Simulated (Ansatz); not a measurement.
## Geometry relaxation of CH$_{8}$ClNOSi (part 2 of 2)

Continued. System: CH$_{8}$ClNOSi. Method: RKS B3LYP-D4/def2-SVP (Ansatz 0.2.0). The input holds or restrains some coordinates. It belongs to a series of runs on one base structure; here: pulled along the bonds that form and break, towards end A.

Geometry of the input (Å):
```
Si -0.3343  0.1691  1.3828
N  0.5332  -0.4840  -0.4400
C  0.1329  0.2148  -1.6382
H  -0.3024  1.6108  1.4634
H  -0.1616  -0.9710  2.2646
O  -1.8996  0.1367  0.9062
H  1.7275  -0.1526  0.0519
Cl 2.1323  0.3991  1.6680
H  0.5118  -1.4882  -0.5603
H  0.1975  1.2849  -1.4567
H  -0.9019  -0.0279  -1.8985
H  0.7756  -0.0397  -2.4859
H  -2.4110  -0.6521  0.7427
```

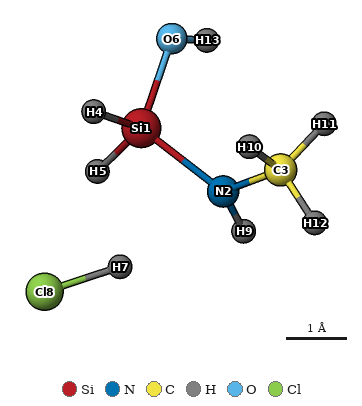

*The geometry at step 6 of the log (ball-and-stick view, seen at a tilt; atoms are numbered from 1 in the order of the input).*

### Trajectory as extended XYZ (Å, eV, eV/Å), 10 frames, from step=1 to step=10
```
13
Properties=species:S:1:pos:R:3:forces:R:3 step=1 energy=-25097.02082
Si   -0.3343    0.1691    1.3828    1.4398  -0.6698  -1.8856
N     0.5332   -0.4840   -0.4400    2.2894   1.4172   2.6148
C     0.1329    0.2148   -1.6382   -0.2124  -0.1179  -0.1885
H    -0.3024    1.6108    1.4634    0.2895   0.5754   0.3214
H    -0.1616   -0.9710    2.2646    0.0304  -0.3053   0.5476
O    -1.8996    0.1367    0.9062   -1.4048   0.2595  -0.4560
H     1.7275   -0.1526    0.0519   -2.7319  -0.6762  -0.6373
Cl    2.1323    0.3991    1.6680    0.5960   0.0309   0.0066
H     0.5118   -1.4882   -0.5603   -0.0510  -0.4970   0.0414
H     0.1975    1.2849   -1.4567    0.0163   0.4492  -0.0332
H    -0.9019   -0.0279   -1.8985   -0.2921   0.0509  -0.0996
H     0.7756   -0.0397   -2.4859    0.1621  -0.0329  -0.2490
H    -2.4110   -0.6521    0.7427   -0.1312  -0.4839   0.0175
13
Properties=species:S:1:pos:R:3:forces:R:3 step=2 energy=-25096.68337
Si   -0.4341    0.1377    1.3152    3.3553  -0.5526  -1.7097
N     0.4023   -0.4925   -0.4193    2.2059   0.9186   2.5106
C     0.1236    0.2153   -1.6425   -0.7908  -0.1391   0.1739
H    -0.3030    1.6067    1.4634    0.4883  -0.2698   0.2203
H    -0.1663   -0.9702    2.2634    0.0886   0.2251   0.1251
O    -1.9531    0.1379    0.8905   -3.1563   0.7524  -0.4982
H     1.8637   -0.0937    0.1765   -1.2623   0.0875   1.2080
Cl    2.3192    0.3942    1.6217    0.2984  -0.3687  -1.2595
H     0.5051   -1.4948   -0.5615   -0.2446  -0.1562   0.1805
H     0.1968    1.2880   -1.4570    0.0085   0.3574  -0.0842
H    -0.9071   -0.0253   -1.9044   -0.5116   0.3170  -0.6836
H     0.7779   -0.0416   -2.4853    0.2108  -0.1493   0.0280
H    -2.4252   -0.6620    0.7392   -0.6902  -1.0222  -0.2110
13
Properties=species:S:1:pos:R:3:forces:R:3 step=3 energy=-25096.69530
Si   -0.5173    0.1069    1.2471    5.8354  -0.3726  -1.1186
N     0.2764   -0.5078   -0.4081    1.7675   0.2713   2.4766
C     0.1100    0.2144   -1.6418   -0.9946  -0.0491   0.1793
H    -0.2951    1.5954    1.4648    0.4068  -0.8617   0.0494
H    -0.1647   -0.9626    2.2605   -0.0593   0.5241  -0.2718
O    -2.0067    0.1441    0.8843   -5.2212   0.9864  -0.5875
H     2.0134   -0.0414    0.2898   -0.2478   0.3970   1.6875
Cl    2.4616    0.3918    1.5832    0.2036  -0.4425  -1.5133
H     0.5009   -1.4948   -0.5582   -0.2580   0.1829   0.3511
H     0.1966    1.2907   -1.4577   -0.0139   0.2498  -0.0867
H    -0.9155   -0.0188   -1.9180   -0.6051   0.5325  -1.1192
H     0.7797   -0.0443   -2.4807    0.1695  -0.2120   0.3120
H    -2.4393   -0.6737    0.7348   -0.9828  -1.2059  -0.3588
13
Properties=species:S:1:pos:R:3:forces:R:3 step=4 energy=-25097.25619
Si   -0.5749    0.0784    1.1683    4.8589  -0.1624  -0.3846
N     0.1792   -0.5294   -0.3881    1.2785   0.4705   1.4878
C     0.0815    0.2102   -1.6327   -0.7596   0.0238   0.0305
H    -0.2788    1.5594    1.4624    0.2187  -1.0090  -0.1921
H    -0.1655   -0.9393    2.2428   -0.2071   0.5525  -0.5346
O    -2.1074    0.1505    0.8895   -3.9950   0.6975  -0.1723
H     2.1688    0.0076    0.3965   -0.2175   0.0620   0.4111
Cl    2.6521    0.3996    1.5599    0.2995  -0.0640  -0.3157
H     0.4950   -1.4839   -0.5380   -0.1348  -0.0340   0.4236
H     0.1942    1.2924   -1.4590   -0.0709   0.0404  -0.0027
H    -0.9368    0.0044   -1.9635   -0.4161   0.5356  -1.0085
H     0.7807   -0.0522   -2.4579    0.0087  -0.2501   0.5784
H    -2.4881   -0.6979    0.7197   -0.8633  -0.8629  -0.3209
13
Properties=species:S:1:pos:R:3:forces:R:3 step=5 energy=-25097.86593
Si   -0.5744    0.0530    1.1200    1.7357  -0.1667  -0.5389
N     0.1733   -0.5192   -0.3972    0.1305   0.5700   0.5312
C     0.0085    0.2062   -1.6584    0.2226  -0.1322  -0.1183
H    -0.1533    1.4608    1.4007   -0.0698  -0.2919  -0.0973
H    -0.1383   -0.9238    2.1677   -0.0629   0.0817  -0.1310
O    -2.1947    0.1437    0.9659   -1.2526  -0.0849  -0.0394
H     2.2050    0.0529    0.5457   -0.1146   0.0684   0.2267
Cl    2.7980    0.4445    1.6478    0.0927  -0.0929  -0.2727
H     0.5062   -1.4734   -0.5123   -0.1980   0.0369   0.1453
H     0.1562    1.2884   -1.4972   -0.0908  -0.0169   0.0384
H    -0.9899    0.0752   -2.1329    0.1917  -0.0195   0.0807
H     0.7866   -0.0977   -2.3936   -0.2875   0.0280   0.1961
H    -2.5832   -0.7107    0.7438   -0.2971   0.0200  -0.0209
13
Properties=species:S:1:pos:R:3:forces:R:3 step=6 energy=-25097.90110
Si   -0.5302    0.0425    1.1012    0.3290  -0.3850  -0.8020
N     0.1972   -0.5215   -0.4299   -0.1254   1.2955   0.9102
C     0.0086    0.1972   -1.6865    0.0449  -0.0779  -0.0492
H    -0.0967    1.4315    1.3670   -0.0090  -0.0152  -0.0344
H    -0.0939   -0.9426    2.1264   -0.0032  -0.0051  -0.0250
O    -2.1887    0.1476    0.9987   -0.2329  -0.1776  -0.0316
H     2.1270    0.2003    0.6430    0.3247  -0.0171   0.6160
Cl    2.8372    0.4001    1.7545   -0.3099  -0.0965  -0.7574
H     0.4421   -1.4854   -0.5456    0.0865  -0.6692   0.0155
H     0.1447    1.2811   -1.5284   -0.0298  -0.0362   0.0074
H    -0.9945    0.0574   -2.1405    0.0736  -0.0113   0.0441
H     0.7617   -0.1168   -2.4316   -0.0656   0.0443   0.0485
H    -2.6145   -0.6914    0.7716   -0.0830   0.1514   0.0580
13
Properties=species:S:1:pos:R:3:forces:R:3 step=7 energy=-25097.93656
Si   -0.5300    0.0506    1.0863    0.3880   0.0684  -0.7930
N     0.3131   -0.4219   -0.4195   -0.2435  -0.2002   0.7947
C    -0.0106    0.2052   -1.6969    0.0639   0.2021   0.0827
H    -0.1224    1.4401    1.3655   -0.0760   0.0735   0.0946
H    -0.0965   -0.9366    2.1128   -0.0894  -0.0247  -0.0631
O    -2.1902    0.1373    0.9141   -0.0528  -0.2156   0.0442
H     2.2888    0.0839    0.6589   -0.1251   0.0404   0.1916
Cl    2.8105    0.3791    1.8266    0.0844  -0.0711  -0.2878
H     0.4412   -1.4326   -0.5026    0.0153   0.1216  -0.0675
H     0.0718    1.3007   -1.5889   -0.0190  -0.0368  -0.0464
H    -1.0306   -0.0048   -2.0756    0.0198  -0.0517   0.0662
H     0.7074   -0.0981   -2.4738    0.0427  -0.0100  -0.0361
H    -2.6525   -0.7030    0.7931   -0.0081   0.1040   0.0201
13
Properties=species:S:1:pos:R:3:forces:R:3 step=8 energy=-25097.88538 accepted=F
Si   -0.5358    0.1602    1.0609   -0.2245  -1.4185  -0.5916
N     0.2447   -0.4466   -0.4352   -0.0364   0.8621   0.7581
C     0.0335    0.2272   -1.7124    0.0799  -0.0876   0.0015
H    -0.2416    1.5919    1.3134    0.0110  -0.1456  -0.1729
H    -0.0493   -0.8328    2.0605    0.0927   0.2352   0.1203
O    -2.2099    0.0404    1.0109    0.0329   0.3727  -0.0672
H     2.2348   -0.0309    0.6673   -0.0580   0.0557   0.2236
Cl    2.8209    0.2930    1.7991    0.0264  -0.0641  -0.3461
H     0.3692   -1.4546   -0.5249   -0.0892   0.1109   0.1173
H     0.1062    1.3195   -1.5764    0.0207  -0.0294   0.0130
H    -0.9581    0.0250   -2.1589   -0.0133  -0.0188  -0.0645
H     0.8076   -0.0620   -2.4433   -0.0393   0.0327  -0.0239
H    -2.6220   -0.8304    0.9391    0.1972   0.0949   0.0325
13
Properties=species:S:1:pos:R:3:forces:R:3 step=9 energy=-25097.94712
Si   -0.5387    0.0639    1.0925    0.0115  -0.3960  -0.8929
N     0.2617   -0.4688   -0.4214   -0.1317   0.5503   0.8682
C     0.0346    0.2141   -1.6927   -0.0429  -0.0360   0.0779
H    -0.1653    1.4660    1.3537    0.0278   0.0404  -0.0063
H    -0.1003   -0.9194    2.1148    0.0241  -0.0098   0.0216
O    -2.2105    0.1116    0.9793    0.0901   0.0141   0.0038
H     2.2476    0.0821    0.6045   -0.0216   0.0574   0.3979
Cl    2.8147    0.4022    1.7544   -0.0304  -0.1123  -0.4860
H     0.3804   -1.4719   -0.5247    0.0045  -0.1099  -0.0072
H     0.1192    1.3045   -1.5496    0.0010  -0.0286   0.0055
H    -0.9642    0.0203   -2.1315    0.0233   0.0063   0.0011
H     0.7921   -0.0773   -2.4379    0.0233   0.0086  -0.0062
H    -2.6714   -0.7274    0.8586    0.0209   0.0156   0.0227
13
Properties=species:S:1:pos:R:3:forces:R:3 step=10 energy=-25097.95257
Si   -0.5515    0.0590    1.0697    0.2737  -0.2910  -0.7600
N     0.2345   -0.4963   -0.4386   -0.1565   0.3836   0.9047
C     0.0562    0.2264   -1.6926    0.0207  -0.0035   0.0457
H    -0.1774    1.4735    1.2548    0.0093   0.0439   0.0147
H    -0.0516   -0.8704    2.1181   -0.0708  -0.0186  -0.0201
O    -2.2205    0.0946    1.0161   -0.0415  -0.0427  -0.0130
H     2.2211   -0.0032    0.6353   -0.0465   0.1103   0.2654
Cl    2.8015    0.4408    1.7308    0.0155  -0.1424  -0.3733
H     0.3150   -1.5032   -0.5564    0.0093  -0.0404  -0.0349
H     0.1101    1.3090   -1.4903   -0.0088  -0.0102  -0.0573
H    -0.9143    0.0321   -2.1891    0.0112   0.0042  -0.0047
H     0.8591   -0.0127   -2.4105   -0.0089   0.0023   0.0106
H    -2.6820   -0.7500    0.9527   -0.0066   0.0045   0.0222
```

### Results in brief

| quantity | value |
| --- | --- |
| outcome | converged under the restraints of the input |
| total energy | −25097.9528 eV |
| mean-field energy | −25097.5332 eV |
| largest force (length of the vector) at the end, held atoms and coordinates included | 0.995 eV/Å |
| hardware | 2 threads of AMD EPYC (Zen 5), 16 GiB of memory available, shared host |
| wall time | 22 s (CPU time 38 s) |
| peak memory | 0.3 GiB |
